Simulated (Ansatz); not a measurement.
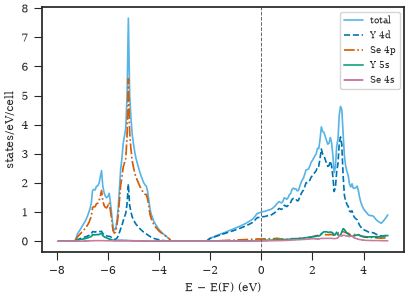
*Total and projected density of states of YSe (rock salt, Fm-3m), r²SCAN in the plane-wave PAW code Ansatz*

**Question.** Which orbitals carry the states next to the Fermi level?

**Answer.** Within 0.5 eV of the Fermi level: Y 4d 83 %, Se 4p 8 %, outside the projected shells 5 %. Projections are on Löwdin-orthogonalised atomic valence shells; empty p or d shells of many metals are not among them.

**Question.** Where is the tallest occupied peak in this window, and what makes it?

**Answer.** Near -5.2 eV, about 7.7 states/eV per cell; the largest projected share is Se 4p.

The workflow started from an entry of the Crystallography Open Database (COD). Whether it is the stable phase at ambient conditions was not checked. The r²SCAN relaxation kept the symmetry of its start; whether a distortion lowers the energy is not shown. The run is not spin-polarised. With an odd number of electrons in the cell and no spin polarisation, the count alone makes it a metal. Spin–orbit coupling is left out wherever it is not named.

Potentials: the later of the program's two PAW sets.
